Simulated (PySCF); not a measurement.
**One shape, several levels: SiH3O− (SMILES [O-][SiH3])**

Aim: a comparison of 3 runs (SVWN5/STO-3G, UMP2/STO-3G, CCSDTQ/STO-3G) of SiH3O−. Input form: a Python script.

The results are computed with PySCF 2.14.0.

2 further runs of the same task are left out: 2 set aside as unsound or not needed.

**1. Starting point**

The species is SiH3O− (5 atoms), meant as a singlet with charge -1. SMILES: `[O-][SiH3]`. The Si2–H5 distance was set to 1.819 Å, away from the relaxed value.

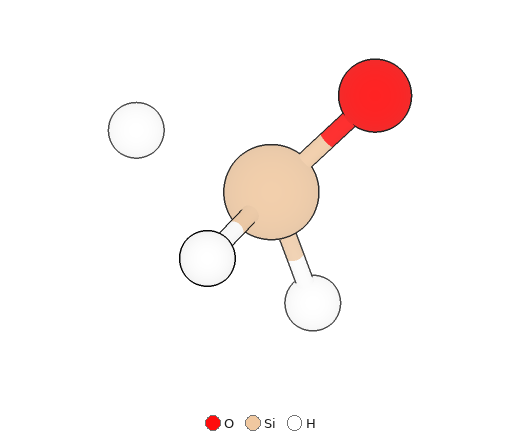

Viewed from a chosen angle; oxygen red, silicon light orange, hydrogen white.

**2. A single-point energy at SVWN5/STO-3G (run 1)**

The input, input.py:

```python
from pyscf import gto, dft

mol = gto.Mole()
mol.atom = '''
O     -3.113176     0.089732     1.280860
Si    -0.540371    -0.393641     0.033074
H     -0.581454    -0.890677    -2.787153
H      0.934617    -2.642812     1.018793
H      1.764022     2.144915     0.285878
'''
mol.charge = -1
mol.verbose = 3
mol.max_memory = 1860
mol.spin = 0
mol.unit = 'bohr'
mol.basis = 'sto-3g'
mol.build()

mf = dft.RKS(mol)
mf.xc = 'svwn'
mf.grids.level = 5
mf.conv_tol = 1e-10
mf.kernel()
if not mf.converged:
    mf = mf.newton().run(mf.mo_coeff, mf.mo_occ)

e_final = mf.e_tot
print('E = %.10f Eh' % e_final)
```

Launch:

```sh
$ OMP_NUM_THREADS=1 python input.py
```

What it wrote:

```text
converged SCF energy = -360.102544896008
E = -360.1025448960 Eh
```

Wall time 1.6 s (1 thread of Arm Neoverse V2, shared host); peak memory 0.14 GiB.

**3. A single-point energy at UMP2/STO-3G (run 2)**

The input, job.py:

```python
from pyscf import gto, mp

mol = gto.Mole()
mol.atom = '''
O   -1.647422   0.047484   0.677802
Si  -0.285952  -0.208306   0.017502
H   -0.307692  -0.471326  -1.474898
H    0.494578  -1.398516   0.539122
H    0.933480   1.135040   0.151280
'''
mol.max_memory = 1860
mol.charge = -1
mol.spin = 0
mol.basis = 'sto-3g'
mol.verbose = 3
mol.build()

hf = mol.UHF()
hf.conv_tol = 1e-10
hf.kernel()
if not hf.converged:
    hf = hf.newton().run(hf.mo_coeff, hf.mo_occ)
for _ in range(3):
    mo, _, stable, _ = hf.stability(return_status=True)
    if stable:
        break
    hf.kernel(hf.make_rdm1(mo, hf.mo_occ))

pt = mp.MP2(hf, frozen=6).run()
energy = pt.e_tot
print('E = %.10f Eh' % energy)
```

Launch:

```sh
$ OMP_NUM_THREADS=1 python job.py
```

What it wrote:

```text
converged SCF energy = -360.895507467046  <S^2> = 2.8091307e-11  2S+1 = 1
<class 'pyscf.scf.uhf.UHF'> wavefunction is stable in the internal stability analysis
E(UMP2) = -360.986728604775  E_corr = -0.091221137729061
E(SCS-UMP2) = -360.991900493197  E_corr = -0.0963930261508057
E = -360.9867286048 Eh
```

Run time: 0.62 s. Hardware: 1 thread of Arm Neoverse V2, shared host; peak memory 0.12 GiB.

**4. A single-point energy at CCSDTQ/STO-3G (run 3)**

The input, input.py:

```python
from pyscf import gto, scf, cc

system = gto.M(
    atom=[
    ('O', (-1.647422, 0.047484, 0.677802)),
    ('Si', (-0.285952, -0.208306, 0.017502)),
    ('H', (-0.307692, -0.471326, -1.474898)),
    ('H', (0.494578, -1.398516, 0.539122)),
    ('H', (0.933480, 1.135040, 0.151280)),
],
    basis='sto-3g',
    charge=-1,
    verbose=3,
    max_memory=1860,
)

myscf = scf.RHF(system)
myscf.conv_tol = 1e-10
myscf.kernel()
if not myscf.converged:
    myscf = myscf.newton().run(myscf.mo_coeff, myscf.mo_occ)

mycc = cc.CCSDTQ(myscf, frozen=6)
mycc.kernel()
etot = mycc.e_tot
print('E(%s) = %.9f' % ('CCSDTQ', etot))
```

Launch:

```sh
$ OMP_NUM_THREADS=1 python input.py
```

What it wrote:

```text
converged SCF energy = -360.895507467048
_make_eris_incore_RCCSDTQ
RCCSDTQ converged
E(RCCSDTQ) = -361.0170528555975   E_corr = -0.12154538854939
E_corr(same-spin) = -0.0172010587245867
E_corr(oppo-spin) = -0.104344329824803
E(CCSDTQ) = -361.017052856
```

Run time: 6.3 s. Hardware: 1 thread of Arm Neoverse V2, shared host; peak memory 0.12 GiB.

**5. All runs side by side**

```tsv
run	level	integration grid	frozen core orbitals	energy (Eh)	HOMO energy (eV)	LUMO energy (eV)	HOMO–LUMO gap (eV)	wall time
1	SVWN5/STO-3G	5	–	-360.102545	7.68	13.25	5.57	1.6 s
2	UMP2/STO-3G	–	6	-360.986729	2.23	18.29	16.06	0.62 s
3	CCSDTQ/STO-3G	–	6	-361.017053	2.23	18.29	16.06	6.3 s
```

**6. Summary of results**

| quantity | value |
| --- | --- |
| run 3: total energy | -361.01705 Eh |
| run 3: HOMO energy (Hartree–Fock orbitals) | 2.23 eV |
| run 3: LUMO energy (Hartree–Fock orbitals) | 18.29 eV |
| run 3: HOMO–LUMO gap (to an unbound level, set by the basis) | 16.06 eV |
| run 3: correlation energy (6 core orbitals frozen) | -121.5 mEh |
| run 3: T1 diagnostic | 0.022 |

**Reading.** In runs 1, 2, 3 the HOMO lies above zero, so the outermost electron may be held by the basis alone. In runs 1, 2, 3 the basis is minimal, so the values are rough. All runs together took 8.5 s, the longest 6.3 s.
